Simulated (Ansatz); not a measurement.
**H4OSi2 (SMILES [SiH]O[SiH3]): density, localisation and related maps**

The calculation's input:

```
crystal:
  periodic: [false, false, false]
  atoms:
    - { symbol: Si, position_ang: [-1.7388, -1.31, -0.0748] }
    - { symbol: O, position_ang: [-0.1836, -0.9225, 0.1152] }
    - { symbol: Si, position_ang: [0.7905, 0.3907, 0.2611] }
    - { symbol: H, position_ang: [-2.2072, -0.5792, -1.3147] }
    - { symbol: H, position_ang: [0.7703, 1.2125, -0.9703] }
    - { symbol: H, position_ang: [0.3898, 1.2165, 1.4381] }
    - { symbol: H, position_ang: [2.2402, -0.0761, 0.4996] }
basis:
  gaussian: { orbitals: "6-31G" }
hamiltonian:
  xc: blyp
  dispersion: d4
relax:
  f_tol: 0.02
  max_steps: 40
scf:
  lower_state_search: "off"
output:
  orbitals: {}
```

Launched as:

```sh
ansatz run input.yaml --threads 1 --pin off --max-ram 2048MiB --backend cpu --events-out ev --progress --plain --runs-dir out
```

The fields are those of the run's last geometry, not of the input's.

Computed with Ansatz, RKS BLYP-D4/6-31G.

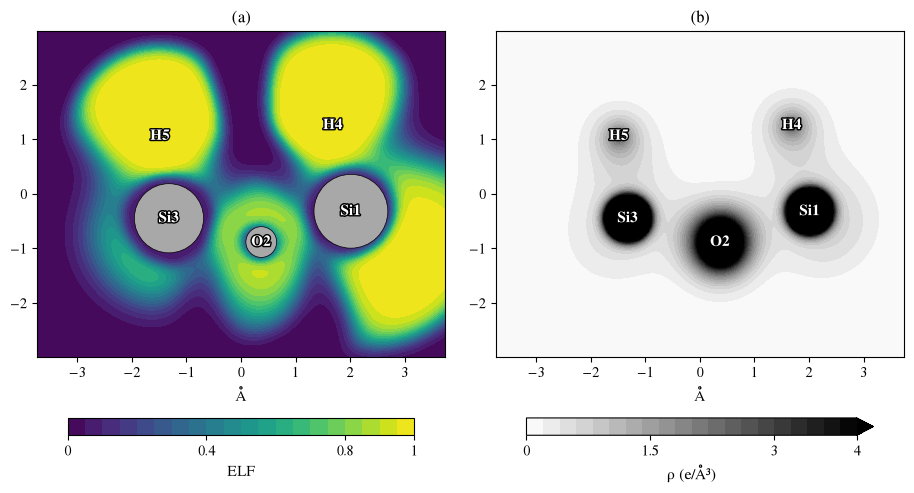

Figure 1. (a) electron localisation function; (b) total electron density on the plane of atoms O2, Si3 and H5. Grey discs cover the atomic cores in the ELF map.

What does the map show?

Answer. The plane passes through Si, O and H nuclei.
Si–O (1.74 Å): ρ is about 0.76 e/Å³ halfway; the ELF peaks at about 0.80 between the atoms: a shared but strongly polarised pair.
Si–H (1.52 Å): ρ is about 0.66 e/Å³ halfway; the ELF climbs to about 1 towards the hydrogen, as it does in any bond to H.
The ELF also peaks beside O2 and Si1, away from the bonds: lone-pair regions.

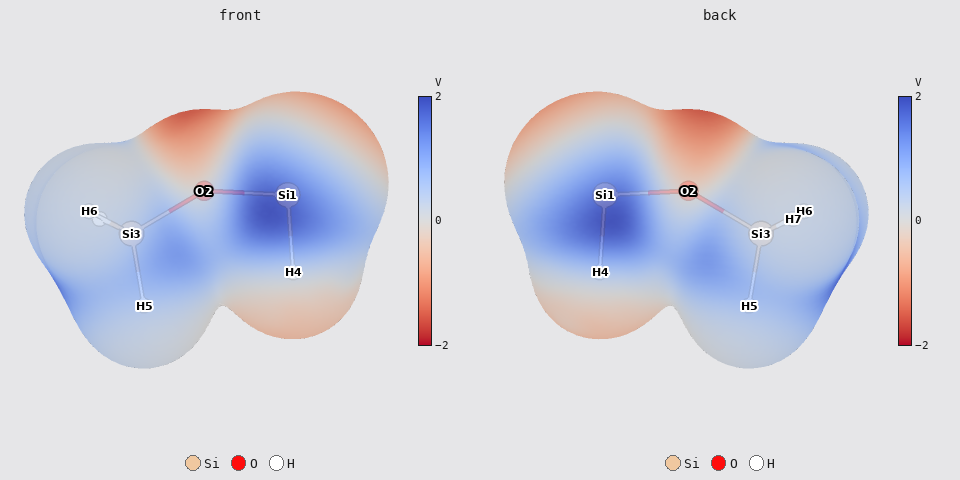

Figure 2. The electrostatic potential painted on the density surface at 0.002 e/bohr³, seen from the front and from behind; the colour scale runs from red (negative) to blue (positive).

Which sites attract a positive test charge, and which a negative one?

Answer. A positive charge is drawn to the negative regions and a negative charge to the positive ones. The most negative region (about −1.5 V) lies over O2, the most positive (about +1.9 V) over Si1. O2 is the likeliest acceptor of a hydrogen bond.

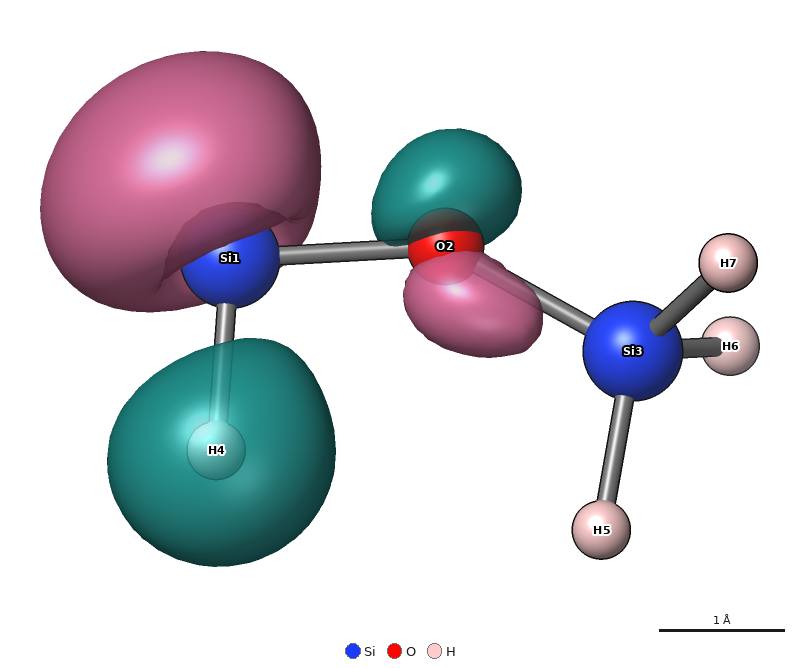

Figure 3. The HOMO at ±0.15 Å⁻³ᐟ² (teal and pink are the two phases), seen at an oblique angle.

Where does this orbital lie, and at what energy?

Answer. It lies mainly on Si1 (about 60 %), H4 (about 25 %) and O2 (about 15 %). Its energy is −5.26 eV.
